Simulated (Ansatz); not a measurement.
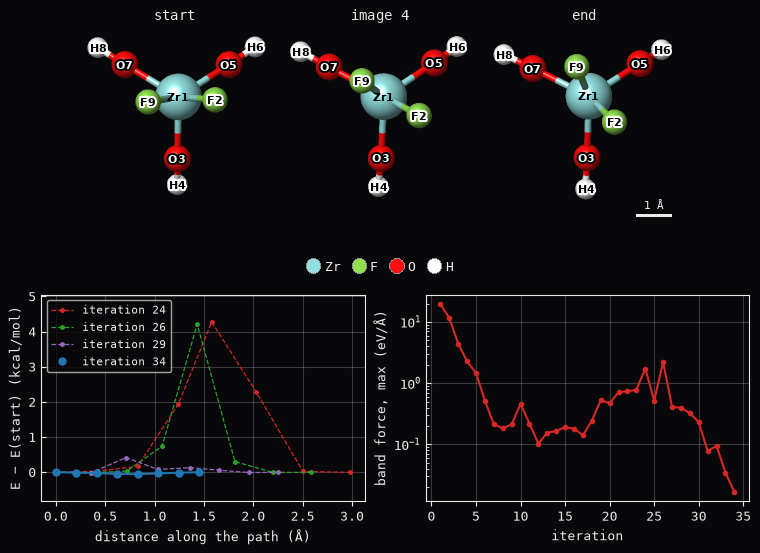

A search for the minimum-energy path of ZrH3O3F2 (multiplicity 2) by the nudged elastic band. Images are numbered from 0 (start) to 7 (end). The plot follows the band through its iterations. Style: ball-and-stick. Shown face on.

Theory: Ansatz, UKS PBE0/def2-SVP. Settings: 6 movable images; no climbing image; force threshold 0.03 eV/Å; iteration limit 60; starting path through a guess of the saddle point.

**Judge this run.**

The run is converged, with reservations. The band converged in 34 iterations. The largest component of the band force went from 20 to 0.017 eV/Å. The first iteration put the highest image at 190.40 kcal/mol. There is no barrier: the inner images dip to −0.05 kcal/mol relative to the start, below both ends (the end lies at 0.00 kcal/mol), so the ends aren't minima along this motion.
